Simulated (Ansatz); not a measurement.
Three curves of one kind of scan: energy against volume (even scaling of the relaxed cell, symmetry kept). All values below come from PBE (plane waves to 420 eV, PAW, scalar-relativistic; Ansatz, a program for electronic structure). Each is measured from its own zero (the relaxed starting cell). 

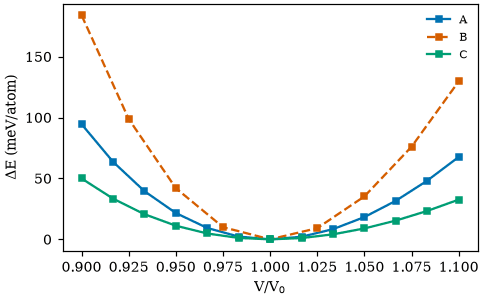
*Curves A, B and C.*

**Question.** Which curve belongs to the crystal with a fitted bulk modulus of 40.1 GPa and a relaxed volume of 31.89 Å³/atom?

**Answer.** Curve C, Pb (fcc, Cu type): near the minimum ΔE ≈ ½·B₀·V₀·(V/V₀ − 1)², with B₀·V₀ = 8.0 eV/atom.

All were relaxed with their symmetry unable to fall. Spin-orbit coupling is left out. The PAW data are Ansatz's earlier set. The relaxed volume of Pb is well above the measured one; the method has no dispersion term. TiC is run without spin polarisation. W is run without spin polarisation.

(A scan under strain: stresses follow from slopes of the energy per volume, elastic moduli from its curvatures.)
